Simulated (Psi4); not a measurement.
**O2F (SMILES [O]OF): UMP2/def2-TZVP (Cholesky decomposition, density fitting for correlation, cholesky tolerance 1e-05, sweep point 7)**

Aim: the vertical ionisation energy of O2F at UMP2/def2-TZVP (Cholesky decomposition, density fitting for correlation, cholesky tolerance 1e-05, sweep point 7), from 2 runs. 

The calculation is run with Psi4 1.11.

2 further runs of the same task are left out: 2 set aside as unsound or not needed.

**1. The structure to begin with**

The species is O2F (3 atoms), meant as a doublet with charge 0. SMILES: `[O]OF`. The shape is that of a GFN2-xTB optimisation.

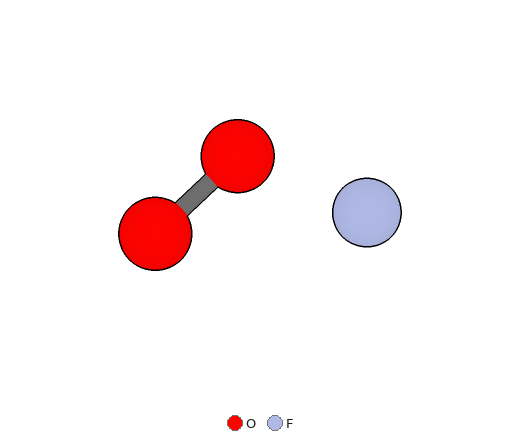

Viewed from a chosen angle; oxygen red, fluorine light blue.

**2. A single-point energy at UMP2/def2-TZVP (Cholesky decomposition, density fitting for correlation, cholesky tolerance 1e-05, sweep point 7)**

Input file calc.in:

```
memory 1600 mb

molecule geom {
  0 2
  O      0.949760    -0.292600     0.491570
  O      0.124690     0.486900     0.122000
  F     -1.074440    -0.194290    -0.613560
  symmetry c1
}

set globals {
  basis              def2-TZVP
  reference          uhf
  puream             true
  scf_type           cd
  num_frozen_docc    3
  cholesky_tolerance 1e-05
  maxiter            150
}

energy_value, wavefunction = energy("mp2", return_wfn=True)
print_variables()
```

On the command line:

```console
psi4 -i calc.in -o calc.out -n 1
```

calc.out:

```text
[...]
  Running in c1 symmetry.
[...]
  Nuclear repulsion =   69.253937683562086
[...]
  Multiplicity = 2
[...]
  Nalpha       = 13
  Nbeta        = 12
[...]
    Number of basis functions: 93
[...]
   @UHF iter   1:  -248.85677319160703   -7.34970e-01   6.11832e-03 ADIIS/DIIS
[...]
   @UHF iter  23:  -249.00372999398854   -8.52651e-14   9.87707e-09 DIIS
[...]
   @S^2 Observed:                7.667753563E-01
[...]
    Orbital Energies [Eh]
    ---------------------
    Alpha Occupied:
       1A    -26.331427     2A    -20.850650     3A    -20.775490
       4A     -1.771533     5A     -1.564283     6A     -1.194853
       7A     -0.902242     8A     -0.825481     9A     -0.799597
      10A     -0.675690    11A     -0.650832    12A     -0.575432
      13A     -0.551126
    Alpha Virtual:
      14A      0.056794    15A      0.341396    16A      0.456456
      17A      0.492314    18A      0.526983    19A      0.574316
      20A      0.610309    21A      0.610655    22A      0.628025
      23A      0.757707    24A      0.760938    25A      0.808099
[...]
  @UHF Final Energy:  -249.00372999398854
   => Energetics <=
    Nuclear Repulsion Energy =             69.2539376835620857
    One-Electron Energy =                -482.6833810511371894
    Two-Electron Energy =                 164.4257133735865750
    Total Energy =                       -249.0037299939885429
  UHF NO Occupations:
  HONO-2 :   11  A 1.9974918
  HONO-1 :   12  A 1.9962487
[...]
 Multipole Moments:
 ------------------------------------------------------------------------------------
     Multipole            Electronic (a.u.)      Nuclear  (a.u.)        Total (a.u.)
 ------------------------------------------------------------------------------------
 L = 1.  Multiply by 2.5417464519 to convert [e a0] to [Debye]
 Dipole X            :         -0.4801760            1.1049693            0.6247933
 Dipole Y            :          0.0035938            0.1743288            0.1779226
 Dipole Z            :         -0.0000000            0.0000000           -0.0000000
 Magnitude           :                                                    0.6496331
[...]
```

It took 9.9 s on 1 thread of AMD EPYC 7R43 (Zen 3), shared host; peak memory 0.22 GiB.

**3. The singlet cation, same level**

Input file calc.inp:

```
memory 1600 MB

molecule {
  1 1
  O      0.949760    -0.292600     0.491570
  O      0.124690     0.486900     0.122000
  F     -1.074440    -0.194290    -0.613560
  symmetry c1
}

set puream true
set scf_type cd
set num_frozen_docc 3
set cholesky_tolerance 1e-05

E = energy("mp2/def2-TZVP")
```

On the command line:

```console
psi4 -i calc.inp -o calc.out -n 1
```

calc.out:

```text
[...]
  Running in c1 symmetry.
[...]
  Nuclear repulsion =   69.253937683562086
[...]
  Multiplicity = 1
[...]
  Nalpha       = 12
  Nbeta        = 12
[...]
    Number of basis functions: 93
[...]
   @RHF iter   1:  -248.16656924725982   -4.47658e-02   8.74746e-03 ADIIS/DIIS
[...]
   @RHF iter  17:  -248.51487864737604   -4.14957e-12   4.76902e-09 DIIS
[...]
    Orbital Energies [Eh]
    ---------------------
    Doubly Occupied:
       1A    -26.761445     2A    -21.275160     3A    -21.218679
       4A     -2.141083     5A     -1.937155     6A     -1.526843
       7A     -1.197631     8A     -1.193984     9A     -1.130035
      10A     -1.040858    11A     -1.024449    12A     -0.916279
[...]
  @RHF Final Energy:  -248.51487864737604
   => Energetics <=
    Nuclear Repulsion Energy =             69.2539376835620857
    One-Electron Energy =                -472.8104275168745971
    Two-Electron Energy =                 155.0416111859364889
    Total Energy =                       -248.5148786473760367
[...]
 Multipole Moments:
 ------------------------------------------------------------------------------------
     Multipole            Electronic (a.u.)      Nuclear  (a.u.)        Total (a.u.)
 ------------------------------------------------------------------------------------
 L = 1.  Multiply by 2.5417464519 to convert [e a0] to [Debye]
 Dipole X            :         -0.4037925            1.1049693            0.7011768
 Dipole Y            :         -0.1219429            0.1743288            0.0523859
 Dipole Z            :         -0.0000000            0.0000000           -0.0000000
 Magnitude           :                                                    0.7031310
[...]
```

It took 9.6 s on 1 thread of AMD EPYC 7R43 (Zen 3), shared host; peak memory 0.22 GiB.

**4. Summary of results**

At UMP2/def2-TZVP (Cholesky decomposition, density fitting for correlation, cholesky tolerance 1e-05, sweep point 7), 3 core orbitals frozen:

| quantity | value |
| --- | --- |
| doublet O2F: total energy | -249.72589 Eh |
| doublet O2F: HOMO energy (Hartree–Fock orbitals) (highest over α and β) | -14.07 eV |
| doublet O2F: LUMO energy (Hartree–Fock orbitals) (lowest over α and β) | 1.55 eV |
| doublet O2F: correlation energy (3 core orbitals frozen) | -722.2 mEh |
| doublet O2F: ⟨S²⟩ of the reference determinant | 0.767 |
| singlet cation: total energy | -249.26726 Eh |
| singlet cation: HOMO energy (Hartree–Fock orbitals) | -24.93 eV |
| singlet cation: LUMO energy (Hartree–Fock orbitals) | -10.46 eV |
| singlet cation: HOMO–LUMO gap (Hartree–Fock orbitals) | 14.47 eV |
| singlet cation: correlation energy (3 core orbitals frozen) | -752.4 mEh |
| vertical ionisation energy (to the singlet cation) | 12.480 eV |

In words: Removing an electron at fixed nuclei costs 12.48 eV (288 kcal/mol). Only the singlet of the ionised species was computed; a triplet could lie lower.
